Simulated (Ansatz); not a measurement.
A series of calculations on Zn2SiN2H8O3

## 1. Relaxation

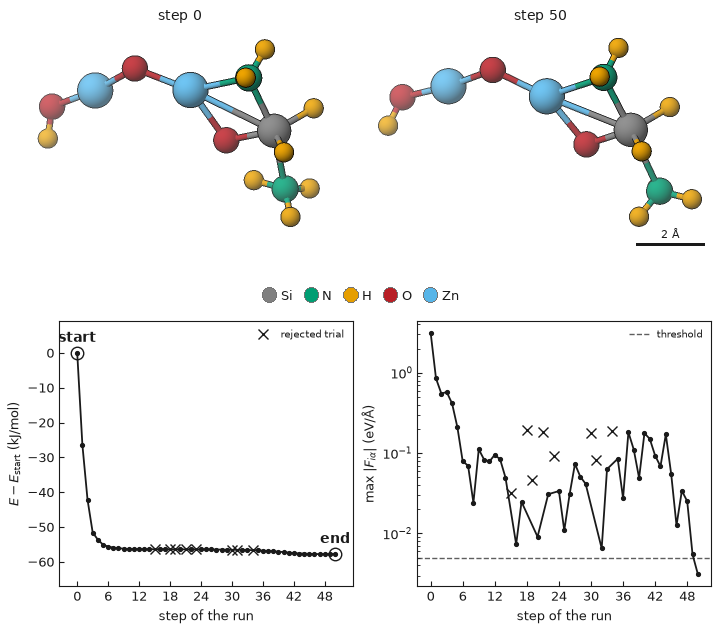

First and last geometry of a relaxation of Zn₂SiN₂H₈O₃ (started from a transition state, displaced along its imaginary mode), with the history of the run. A ball-and-stick model, seen at a tilt.

All numbers below come from RKS PBE0-D4/def2-TZVP in Ansatz 0.2.0. (force threshold 0.005 eV/Å; at most 200 steps)

Question: Did the run converge, and what did it change?

Answer: It converged. The largest move after the best rigid fit is that of an H atom, 1.47 Å. Largest moves by element: H 1.47 Å, N 0.45 Å, O 0.41 Å, Zn 0.27 Å, Si 0.12 Å. Among the contacts that change: H–O 1.496 → 2.663 Å, N–Si 2.017 → 2.186 Å, Si–Zn 2.781 → 2.715 Å, N–Zn 2.033 → 2.097 Å. Bond angles that change, for instance: Si–N–H 75.2° → 106.1°, N–Si–N 164.5° → 177.7°, N–Zn–O 143.2° → 130.9°. Over 42 accepted moves (50 points after the start) the energy falls by 57.8 kJ/mol. Largest force component: 3.1 eV/Å at the start, 0.0031 eV/Å at the end. The line search rejected the trial steps at points 15, 18, 19, 21, 23, 30, 31, 34 of the run.

```json
{"step": "0", "E − E(0), kJ/mol": "0.00", "largest force component, eV/Å": "3.1398", "note": ""}
{"step": "1", "E − E(0), kJ/mol": "-26.36", "largest force component, eV/Å": "0.8497", "note": ""}
{"step": "2", "E − E(0), kJ/mol": "-42.15", "largest force component, eV/Å": "0.5507", "note": ""}
{"step": "3", "E − E(0), kJ/mol": "-51.58", "largest force component, eV/Å": "0.5756", "note": ""}
{"step": "4", "E − E(0), kJ/mol": "-53.62", "largest force component, eV/Å": "0.4165", "note": ""}
{"step": "5", "E − E(0), kJ/mol": "-55.05", "largest force component, eV/Å": "0.2102", "note": ""}
{"step": "6", "E − E(0), kJ/mol": "-55.63", "largest force component, eV/Å": "0.0787", "note": ""}
{"step": "7", "E − E(0), kJ/mol": "-55.88", "largest force component, eV/Å": "0.0700", "note": ""}
{"step": "8", "E − E(0), kJ/mol": "-56.07", "largest force component, eV/Å": "0.0241", "note": ""}
{"step": "9", "E − E(0), kJ/mol": "-56.21", "largest force component, eV/Å": "0.1116", "note": ""}
{"step": "10", "E − E(0), kJ/mol": "-56.28", "largest force component, eV/Å": "0.0831", "note": ""}
{"step": "12", "E − E(0), kJ/mol": "-56.33", "largest force component, eV/Å": "0.0955", "note": ""}
{"step": "14", "E − E(0), kJ/mol": "-56.37", "largest force component, eV/Å": "0.0497", "note": ""}
{"step": "16", "E − E(0), kJ/mol": "-56.38", "largest force component, eV/Å": "0.0073", "note": ""}
{"step": "18", "E − E(0), kJ/mol": "-56.35", "largest force component, eV/Å": "0.1948", "note": "rejected"}
{"step": "21", "E − E(0), kJ/mol": "-56.36", "largest force component, eV/Å": "0.1851", "note": "rejected"}
{"step": "23", "E − E(0), kJ/mol": "-56.41", "largest force component, eV/Å": "0.0932", "note": "rejected"}
{"step": "25", "E − E(0), kJ/mol": "-56.43", "largest force component, eV/Å": "0.0109", "note": ""}
{"step": "27", "E − E(0), kJ/mol": "-56.46", "largest force component, eV/Å": "0.0733", "note": ""}
{"step": "29", "E − E(0), kJ/mol": "-56.52", "largest force component, eV/Å": "0.0414", "note": ""}
{"step": "31", "E − E(0), kJ/mol": "-56.46", "largest force component, eV/Å": "0.0833", "note": "rejected"}
{"step": "33", "E − E(0), kJ/mol": "-56.62", "largest force component, eV/Å": "0.0632", "note": ""}
{"step": "35", "E − E(0), kJ/mol": "-56.62", "largest force component, eV/Å": "0.0852", "note": ""}
{"step": "37", "E − E(0), kJ/mol": "-56.84", "largest force component, eV/Å": "0.1817", "note": ""}
{"step": "39", "E − E(0), kJ/mol": "-57.07", "largest force component, eV/Å": "0.0490", "note": ""}
{"step": "42", "E − E(0), kJ/mol": "-57.48", "largest force component, eV/Å": "0.0932", "note": ""}
{"step": "44", "E − E(0), kJ/mol": "-57.61", "largest force component, eV/Å": "0.1709", "note": ""}
{"step": "46", "E − E(0), kJ/mol": "-57.74", "largest force component, eV/Å": "0.0126", "note": ""}
{"step": "48", "E − E(0), kJ/mol": "-57.77", "largest force component, eV/Å": "0.0252", "note": ""}
{"step": "50", "E − E(0), kJ/mol": "-57.78", "largest force component, eV/Å": "0.0031", "note": ""}
```

## 2. Relaxation

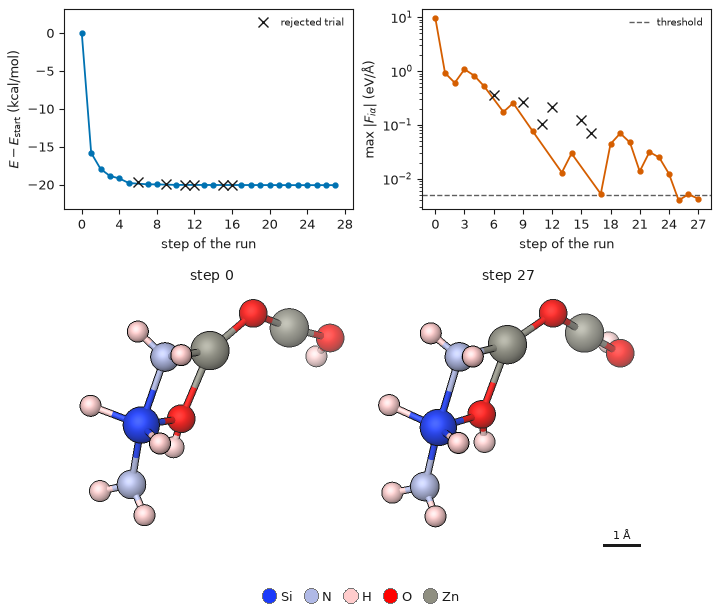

First and last geometry of a relaxation of Zn₂SiN₂H₈O₃ (started from a transition state, displaced along its imaginary mode), with the history of the run. A ball-and-stick model, seen from a free direction.

Theory: RKS PBE0-D4/def2-TZVP in Ansatz. Settings: force threshold 0.005 eV/Å; at most 200 steps.

> Did the run converge, and what did it change?

It converged. The largest move after the best rigid fit is that of an H atom, 0.52 Å. Largest moves by element: H 0.52 Å, O 0.45 Å, Zn 0.23 Å, N 0.13 Å, Si 0.13 Å. Some distances before and after: H–O 0.854 → 0.963 Å, N–Si 1.843 → 1.771 Å, N–Si 2.028 → 2.098 Å, N–Zn 1.963 → 1.922 Å. Bond angles that change, for instance: H–O–Zn 167.0° → 145.1°, Si–O–H 90.6° → 109.2°, N–Si–O 80.3° → 94.7°. Over 21 accepted moves (27 points after the start) the energy falls by 20.1 kcal/mol. The largest force component goes from 9.7 to 0.0043 eV/Å. The line search rejected the trial steps at points 6, 9, 11, 12, 15, 16 of the run.

## 3. Path

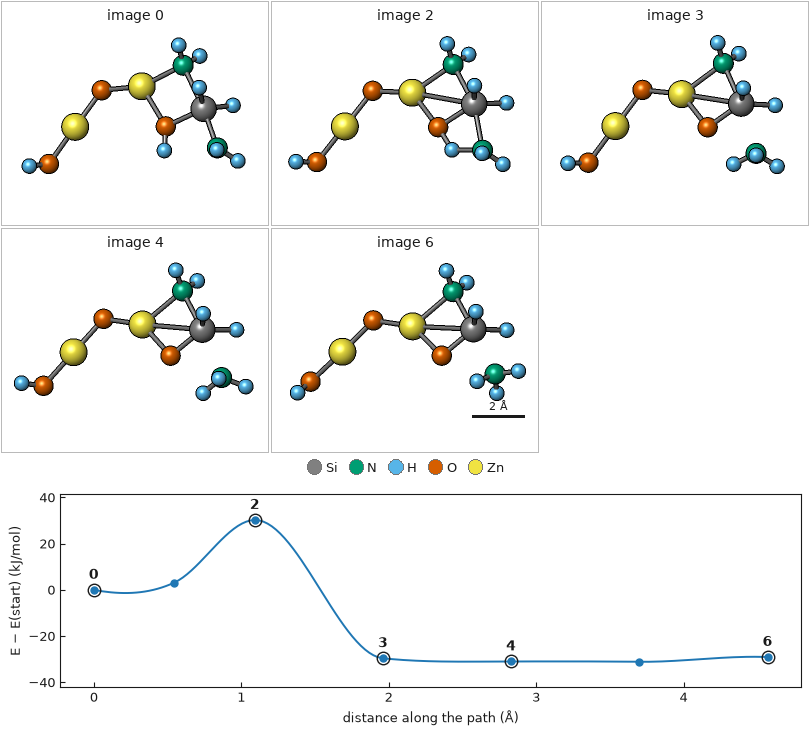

A nudged-elastic-band calculation for Zn$_{2}$SiN$_{2}$H$_{8}$O$_{3}$. Images are numbered from 0 (start) to 6 (end). A ball-and-stick model, seen at a tilt.

These are results of Ansatz 0.2.0, RKS PBE0-D4/def2-SVP, not measurements. Set-up: 5 movable images; climbing image.

What happens along the path, and what is the barrier?

A hydrogen atom shifts from one atom to another. Breaking: H–O (0.96 → 2.66 Å). Forming: H–N (2.35 → 1.01 Å). The energy climbs by 30.2 kJ/mol to image 2 and then falls by 59.3 kJ/mol, so the end point sits at −29.1 kJ/mol. Image 5 lies below both ends, at −31.1 kJ/mol, so an end isn't at the bottom of its valley. The band converged in 16 iterations. The largest component of the band force went from 4.6 to 0.042 eV/Å. The climbing image converged on the top of the path. Its curvatures weren't checked. The largest force component is 0.45 eV/Å at the start and 0.62 eV/Å at the end; an end with forces this large is no minimum, and the barrier measured from it can be far off.
